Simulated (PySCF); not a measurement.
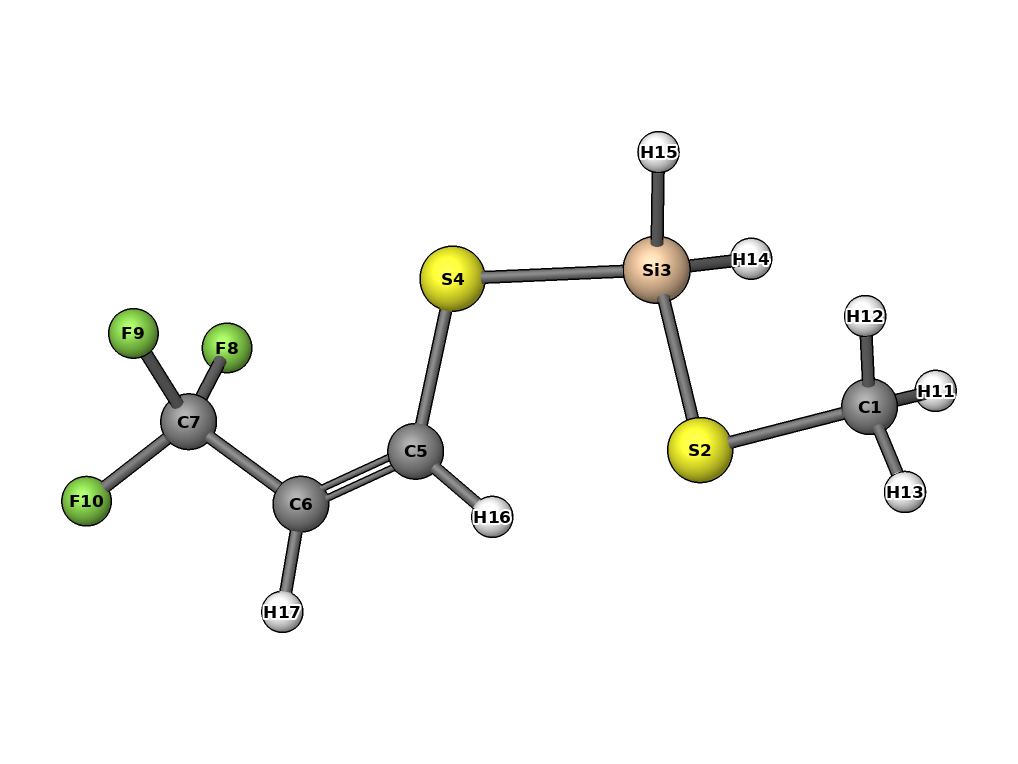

The questions are on isotropic NMR shieldings of the C atoms. The computed structure is the end point of a GFN2-xTB optimisation. No frequency run is at hand to confirm it as a minimum. Method: GIAO PBE0/pcSseg-1 NMR shielding, non-relativistic, gas phase (PySCF 2.14.0).

Question: Which C atom is the most shielded (lowest chemical shift)?

Answer: C1 (175.0 ppm).

Question: Which C atom is the least shielded (highest chemical shift)?

Answer: C5 (44.1 ppm).

Question: How wide is the range of C shifts?

Answer: 130.9 ppm.

List the isotropic NMR shieldings of the C atoms.

| atom | σ (ppm) |
| --- | --- |
| C1 | 175.0 |
| C5 | 44.1 |
| C6 | 60.5 |
| C7 | 54.9 |

The geometry is semi-empirical. Around Si such bond lengths and angles can be off by a tenth of an ångström or more and by several degrees, and values that hang on the shape move with them.
